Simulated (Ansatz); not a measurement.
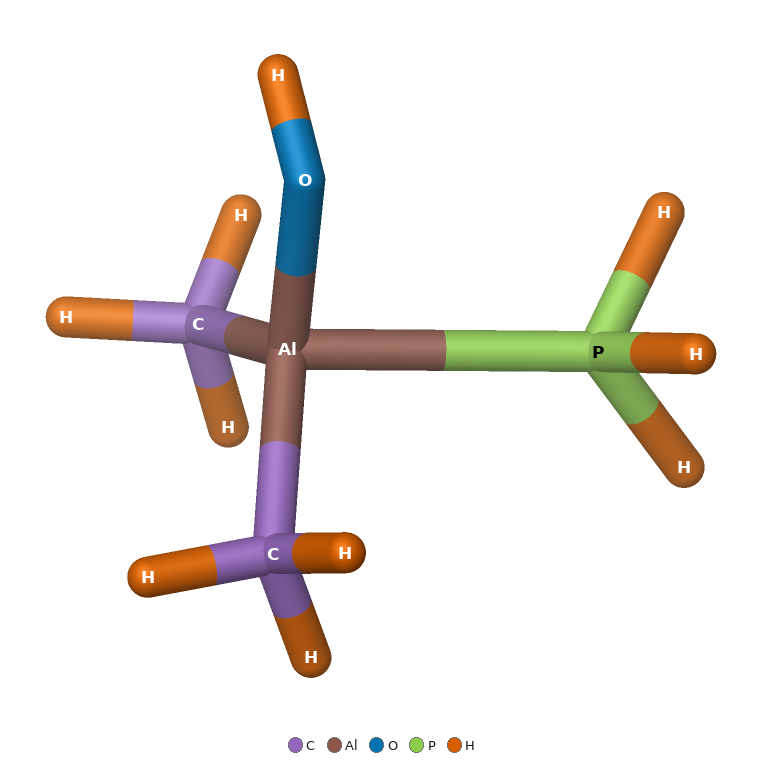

Computed geometry: PBE0-D4/def2-TZVP optimisation. Program: Ansatz 0.2.0.

Tabulate HOMO energy (eV), HOMO–LUMO gap (eV) at these levels: B3LYP-D4/def2-TZVPP; BHLYP-D4/def2-TZVPP; BLYP-D4/def2-TZVPP; PBE0-D4/def2-QZVPP; r2SCAN-D4/def2-TZVPP; r2SCANh-D4/def2-TZVPP; ωB97M-V/def2-QZVPP; ωB97M-V/def2-SVP; ωB97M-V/def2-TZVPP.

```
                level  HOMO energy (eV)  HOMO–LUMO gap (eV)
  B3LYP-D4/def2-TZVPP             −6.89                6.60
  BHLYP-D4/def2-TZVPP             −8.30                9.19
   BLYP-D4/def2-TZVPP             −5.71                4.86
   PBE0-D4/def2-QZVPP             −7.12                6.98
 r2SCAN-D4/def2-TZVPP             −6.07                5.38
r2SCANh-D4/def2-TZVPP             −6.55                6.18
   ωB97M-V/def2-QZVPP             −9.38               10.48
     ωB97M-V/def2-SVP             −9.23               11.50
   ωB97M-V/def2-TZVPP             −9.36               11.15
```
